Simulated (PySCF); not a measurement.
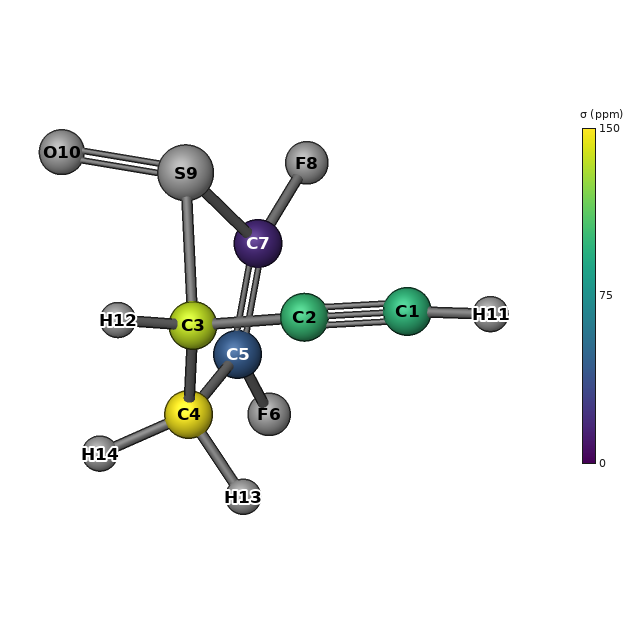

Atoms are coloured by their isotropic NMR shieldings (C only, the others grey). Geometry: a frame of a GFN2-xTB molecular-dynamics simulation, not a minimum. Properties computed with GIAO PBE0/pcSseg-1 NMR shielding, non-relativistic, gas phase (PySCF 2.14.0).

Give the isotropic NMR shieldings of the C atoms atom by atom.

```tsv
atom	σ (ppm)
C1	98.9
C2	101.7
C3	135.7
C4	147.7
C5	43.2
C7	17.0
```
